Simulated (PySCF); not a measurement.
## Electronic structure of C3H4O3S2Si (SMILES O=CO[Si]1(O)SC=CS1) in real space

```yaml
atoms:
  - { symbol: O, position_ang: [3.0586, 1.2041, -0.3368] }
  - { symbol: C, position_ang: [2.8240, 0.1145, 0.0972] }
  - { symbol: O, position_ang: [1.6334, -0.4125, 0.2514] }
  - { symbol: Si, position_ang: [0.1799, 0.3257, -0.1248] }
  - { symbol: O, position_ang: [0.4383, 1.8005, -0.7125] }
  - { symbol: S, position_ang: [-0.9289, -0.9204, -1.4514] }
  - { symbol: C, position_ang: [-2.3154, -1.0740, -0.4007] }
  - { symbol: C, position_ang: [-2.3799, -0.5705, 0.8276] }
  - { symbol: S, position_ang: [-1.0883, 0.3253, 1.5881] }
  - { symbol: H, position_ang: [3.6045, -0.5901, 0.4250] }
  - { symbol: H, position_ang: [1.3499, 2.1140, -0.7943] }
  - { symbol: H, position_ang: [-3.1300, -1.6267, -0.8352] }
  - { symbol: H, position_ang: [-3.2506, -0.6895, 1.4486] }
```

Geometry: GFN2-xTB.

The calculation used PBE0/pcSseg-1, SCF density, gas phase, non-relativistic (PySCF).

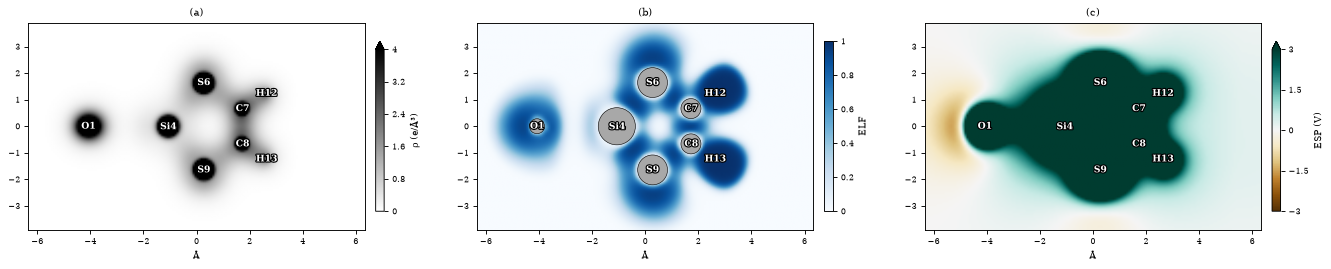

Figure 1. (a) electron density; (b) electron localisation function; (c) electrostatic potential on the plane of atoms S6, C7 and C8. Grey discs cover the atomic cores in the ELF map.

### Read the bonding off the picture.

Atoms in the plane: O, Si, S, C and H.
C–C (1.33 Å): the density is about 2.3 e/Å³ at the midpoint; the ELF peaks at about 0.90 between the atoms: a multiple bond.
C–S (1.75 Å): ρ at the midpoint is about 1.4 e/Å³; the ELF peaks at about 0.90 between the atoms, as expected for a shared electron pair.
Si–S (2.13 Å): ρ is about 0.89 e/Å³ halfway; the ELF peaks at about 0.95 between the atoms; a shared electron pair.
The ELF also peaks beside S9, O1 and S6, away from the bonds: lone-pair regions.
Outside the dense part of the molecule the potential is most negative (−1.5 V) near O1.

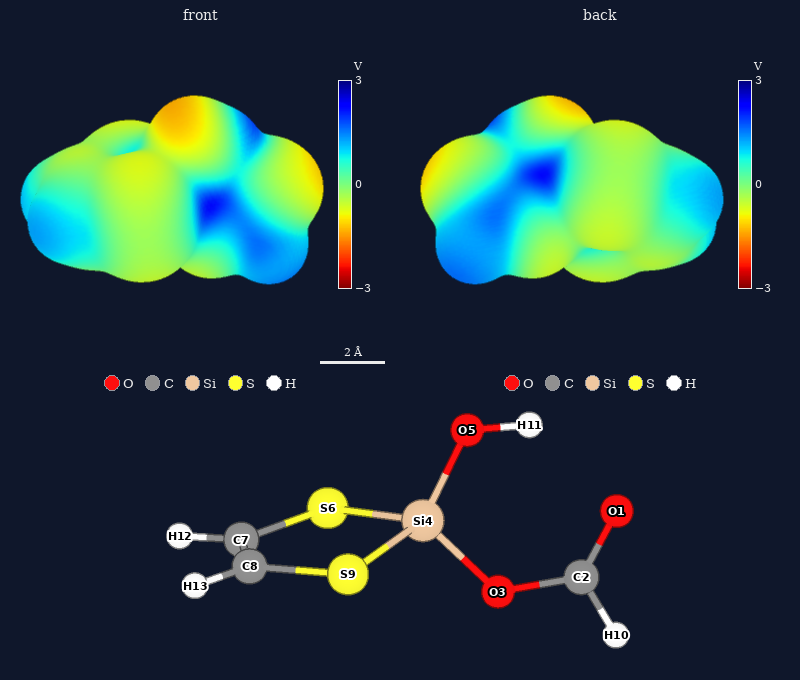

Figure 2. The electrostatic potential painted on the density surface at 0.002 e/bohr³, seen from the front and from behind; red is negative and blue positive. The bare structure is drawn below in the same view.

### Describe the electrostatic potential map.

The most negative region (about −1.3 V, or −30 kcal/mol for a unit charge) lies over O5, the most positive (about +2.1 V, or +48 kcal/mol for a unit charge) over Si4. O5 is the likeliest acceptor of a hydrogen bond.
